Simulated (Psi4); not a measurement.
# SiH3O2 (SMILES O[SiH]O): UB3LYP/6-31G(d) (spherical functions)

What is the energy change on altering one bond length of SiH3O2 at UB3LYP/6-31G* (spherical functions)? 

The calculation is run with Psi4 1.11.

1 further run of the same task is left out (set aside as unsound or not needed).

## 1. The structure to begin with

The species is SiH3O2 (6 atoms), meant as a doublet with charge 0. SMILES: `O[SiH]O`. The shape is that of a PBE0-D4/def2-TZVP optimisation. This is one conformer, not always the lowest.

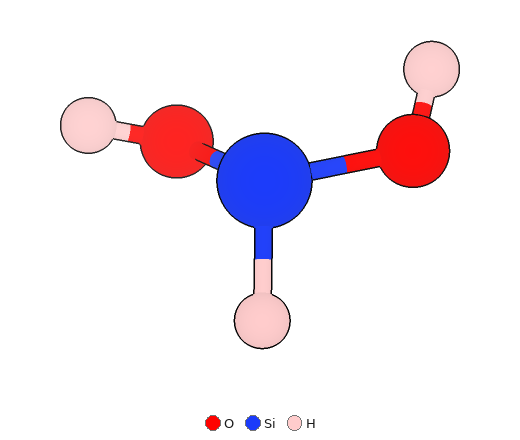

The structure, seen from a chosen angle (oxygen red, silicon blue, hydrogen pink).

## 2. Energy and forces at UB3LYP/6-31G(d) (spherical functions)

Contents of calc.in:

```
memory 1600 MB

molecule {
  0 2
  O     -2.24159313    -0.83790456    -0.38266954
  Si     0.67822271     0.15741419    -0.86379381
  O      2.02389668     0.48188016     1.91032414
  H     -3.07137187    -1.66106926    -1.76632701
  H      0.74417415     2.75767733    -1.97249613
  H      1.86648249    -0.89799785     3.07496235
  units bohr
  symmetry c1
  no_reorient
  no_com
}

set {
  reference uks
  puream true
  e_convergence 1e-09
  d_convergence 1e-08
  scf_type pk
  dft_radial_points 99
  dft_spherical_points 590
  maxiter 200
}

energy_value, wavefunction = gradient('b3lyp/6-31G*', return_wfn=True)
oeprop(wavefunction, 'MAYER_INDICES', 'WIBERG_LOWDIN_INDICES', 'QUADRUPOLE', title='B3LYP')
```

Command:

```bash
$ psi4 calc.in calc.out -n 1
```

calc.out:

```text
[...]
  Running in c1 symmetry.
[...]
  Nuclear repulsion =  111.608997689868531
[...]
  Multiplicity = 2
[...]
  Nalpha       = 17
  Nbeta        = 16
[...]
    Number of basis functions: 52
[...]
   @UKS iter   1:  -441.45340585465016   -2.00839e-01   1.70806e-02 DIIS/ADIIS
[...]
   @UKS iter  12:  -441.75429847145369   -3.92220e-12   6.54777e-09 DIIS
[...]
   @S^2 Observed:                7.516030994E-01
[...]
  @UKS Final Energy:  -441.75429847145369
   => Energetics <=
    Nuclear Repulsion Energy =            111.6089976898685308
    One-Electron Energy =                -832.5002600363311558
    Two-Electron Energy =                 310.8810557035153010
    DFT Exchange-Correlation Energy =     -31.7440918285063276
    Empirical Dispersion Energy =           0.0000000000000000
    VV10 Nonlocal Energy =                  0.0000000000000000
    Total Energy =                       -441.7542984714536942
[...]
  -Total Gradient:
     Atom            X                  Y                   Z
    ------   -----------------  -----------------  -----------------
       1        0.008639866059     0.000154572315    -0.008289802020
       2       -0.005024800233    -0.000340585232     0.013127983281
       3       -0.007084847962    -0.008939386818    -0.006673109037
       4        0.003530018423     0.004100584158     0.006545078092
       5       -0.000763999422    -0.001706911514     0.000211412912
       6        0.000680706495     0.006723028141    -0.004922321159
[...]
 Multipole Moments:
 ------------------------------------------------------------------------------------
     Multipole            Electronic (a.u.)      Nuclear  (a.u.)        Total (a.u.)
 ------------------------------------------------------------------------------------
 L = 1.  Multiply by 2.5417464519 to convert [e a0] to [Debye]
 Dipole X            :         -7.5509507            7.2928311           -0.2581196
 Dipole Y            :         -0.2671969           -0.4457863           -0.7129832
 Dipole Z            :          0.2454048           -0.5357373           -0.2903326
 Magnitude           :                                                    0.8119506
 L = 2.  Multiply by 1.3450342976 to convert [e a0^2] to [Debye ang]
 Quadrupole XX       :       -111.7003699           92.8778621          -18.8225078
 Quadrupole XY       :        -29.8842108           29.8006567           -0.0835541
[...]
```

Run time: 24 s. Hardware: 1 thread of Intel Xeon Platinum 8259CL at 2.50GHz (Skylake/Cascade Lake), shared host; peak memory 0.69 GiB.

## 3. The distorted shape: a single-point energy at UB3LYP/6-31G(d) (spherical functions)

Contents of calc.inp:

```
memory 1600 mb

molecule m {
  0 2
  O     -1.293016    -0.469155    -0.422702
  Si     0.252084     0.057545    -0.677302
  O      1.071000     0.255000     1.010900
  H     -1.732116    -0.904755    -1.154902
  H      0.286984     1.433545    -1.264002
  H      0.987700    -0.475200     1.627200
  units angstrom
  symmetry c1
}

set basis 6-31G*
set reference uks
set puream true
set e_convergence 1e-09
set d_convergence 1e-08
set scf_type pk
set dft_radial_points 99
set dft_spherical_points 590
set maxiter 200

result, w = energy("b3lyp", return_wfn=True)
oeprop(w, "DIPOLE", "MAYER_INDICES", "WIBERG_LOWDIN_INDICES")
print_variables()
```

Command:

```bash
$ psi4 -i calc.inp -o calc.out -n 1
```

calc.out:

```text
[...]
  Running in c1 symmetry.
[...]
  Nuclear repulsion =  105.365919790254523
[...]
  Multiplicity = 2
[...]
  Nalpha       = 17
  Nbeta        = 16
[...]
    Number of basis functions: 52
[...]
   @UKS iter   1:  -441.42694530190244   -3.56547e-01   1.71535e-02 DIIS/ADIIS
[...]
   @UKS iter  13:  -441.73513380972179   -1.98952e-12   7.25510e-09 DIIS
[...]
   @S^2 Observed:                7.520410336E-01
[...]
    Orbital Energies [Eh]
    ---------------------
    Alpha Occupied:
       1A    -66.176426     2A    -19.161406     3A    -19.131225
       4A     -5.325987     5A     -3.686599     6A     -3.684282
       7A     -3.682547     8A     -1.022902     9A     -0.957324
      10A     -0.573408    11A     -0.491651    12A     -0.432237
      13A     -0.389443    14A     -0.358804    15A     -0.324425
      16A     -0.300106    17A     -0.206502
    Alpha Virtual:
      18A      0.011850    19A      0.029248    20A      0.101975
      21A      0.126635    22A      0.134486    23A      0.200520
      24A      0.240932    25A      0.287476    26A      0.339329
[...]
  @UKS Final Energy:  -441.73513380972179
   => Energetics <=
    Nuclear Repulsion Energy =            105.3659197902545230
    One-Electron Energy =                -820.0626429099238521
    Two-Electron Energy =                 304.6416275298672645
    DFT Exchange-Correlation Energy =     -31.6800382199197657
    Empirical Dispersion Energy =           0.0000000000000000
    VV10 Nonlocal Energy =                  0.0000000000000000
    Total Energy =                       -441.7351338097217877
[...]
 Multipole Moments:
 ------------------------------------------------------------------------------------
     Multipole            Electronic (a.u.)      Nuclear  (a.u.)        Total (a.u.)
 ------------------------------------------------------------------------------------
 L = 1.  Multiply by 2.5417464519 to convert [e a0] to [Debye]
 Dipole X            :          0.1136110           -0.5616644           -0.4480534
 Dipole Y            :         -0.8427388            0.1299887           -0.7127501
 Dipole Z            :         -0.3719374           -0.2873836           -0.6593210
 Magnitude           :                                                    1.0693309
[...]
```

Wall time 21 s (1 thread of Intel Xeon Platinum 8259CL at 2.50GHz (Skylake/Cascade Lake), shared host); peak memory 0.68 GiB.

## 4. Summary of results

At UB3LYP/6-31G* (spherical functions):

```
                                                          quantity          value
                                         first shape: total energy  -441.75430 Eh
                                        first shape: dipole moment         2.06 D
                   first shape: HOMO energy (highest over α and β)       -5.19 eV
                    first shape: LUMO energy (lowest over α and β)       -2.12 eV
                                                 first shape: ⟨S²⟩          0.752
                             first shape: largest force on an atom     0.723 eV/Å
                                     distorted shape: total energy  -441.73513 Eh
                                    distorted shape: dipole moment         2.72 D
               distorted shape: HOMO energy (highest over α and β)       -5.62 eV
                distorted shape: LUMO energy (lowest over α and β)       -2.61 eV
                                             distorted shape: ⟨S²⟩          0.752
energy change with the Si2–O3 bond stretched from 1.641 to 1.887 Å       0.521 eV
```

**Reading.** With the Si2–O3 bond stretched from 1.641 to 1.887 Å the energy rises by 0.52 eV (50.3 kJ/mol). The first shape isn't relaxed at this level, so the change isn't measured from a minimum. The largest force (first shape) is 0.72 eV/Å: the shape isn't a stationary point for this species at this level.
